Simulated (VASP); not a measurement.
Energy against volume of TiC (rock salt). Computed with PBE GGA with D4 dispersion, VASP's PBE PAW potentials (set 64) (plane waves; VASP).

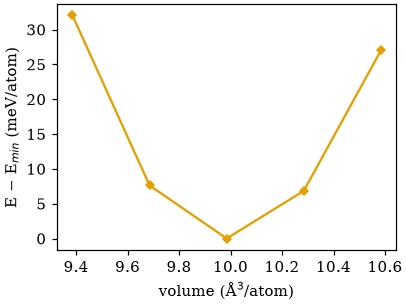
Figure: Energy against volume

Problem. Estimate the equilibrium volume and the bulk modulus.

Solution. The minimum lies near 10.0 Å³/atom, and the curvature gives B0 of about 260 GPa.

Measured: a 4.330 Å (computed value off by -0.5 %), as given by Guo-Xu Zhang et al., New Journal of Physics (2018), doi:10.1088/1367-2630/aac7f0. The calculation is for a static lattice, while the measured a holds thermal and zero-point effects, which are part of the difference.

The compound is TiC in the rock salt structure. It was relaxed first.
